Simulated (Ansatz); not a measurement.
# BF2H3Sn: the cost of one run

All numbers are computed with Ansatz 0.2.0, driven from Python. Level of theory: MP2/def2-TZVP.

### Step 1. Starting point

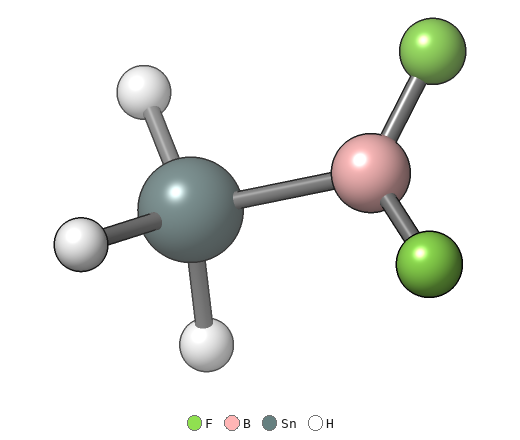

The starting structure, viewed from a chosen angle; fluorine green, boron pink, tin teal, hydrogen white.

No structure file is read: the coordinates are typed or built in the script.

### Step 2. The code

Input file tae.py:

```python
"""Atomisation energy of BF2H3Sn at the given geometry."""

from collections import Counter

import ansatz as az


def energy_of(molecule, charge=0, unpaired=0):
    calc = molecule.calculation().basis(gaussian="def2-TZVP").correlation("mp2")
    if charge:
        calc = calc.charge(charge)
    if unpaired:
        calc = calc.spin("collinear", total=unpaired)
    return calc.run(threads=1, pin="off").report["free_energy_ev"]


def main() -> None:
    system = (
        az.Crystal.molecule()
        .atom("F", (1.6774, -1.7319, 0.4441))
        .atom("B", (0.2982, -1.1398, 0.5803))
        .atom("F", (-0.7167, -1.8315, 1.3605))
        .atom("Sn", (-0.1479, 0.7877, -0.412))
        .atom("H", (1.1695, 1.3679, -1.3073))
        .atom("H", (-0.6956, 1.9639, 0.8025))
        .atom("H", (-1.5237, 0.5158, -1.5139))
    )

    # unpaired electrons of the ground-state atoms
    unpaired = {"F": 1, "B": 1, "Sn": 2, "H": 1}
    counts = Counter(site.symbol for site in system.cartesian_sites)
    atom_energy = {s: energy_of(az.Crystal.molecule().atom(s, (0, 0, 0)), 0, unpaired[s]) for s in counts}
    whole = energy_of(system, 0, 0)
    for s, e in atom_energy.items():
        print(f"{s:2s} x{counts[s]}  {e:14.5f} eV")
    print(f"BF2H3Sn: {whole:.5f} eV")
    split = sum(counts[s] * e for s, e in atom_energy.items()) - whole
    print(f"atomisation energy (no zero-point term): {split:.3f} eV, {split / sum(counts.values()):.3f} eV an atom")


if __name__ == "__main__":
    main()
```

### Step 3. The calls as engine input

The engine receives this input (first run):

```yaml
crystal:
  periodic: [false, false, false]
  atoms:
    - { symbol: F, position_ang: [0.0, 0.0, 0.0] }
basis:
  gaussian:
    orbitals: def2-TZVP
magnetization:
  spin_polarized: true
  initial_magnetization: 1.0
correlation:
  method: mp2
```

### Step 4. The run

Run with:

```
python tae.py
```

**Question.** How long does this script take on 1 thread of Intel Xeon Platinum 8259CL at 2.50GHz (Skylake/Cascade Lake), shared host, and how much memory does it need?

About 6.5 s, with a peak of 0.37 GiB.
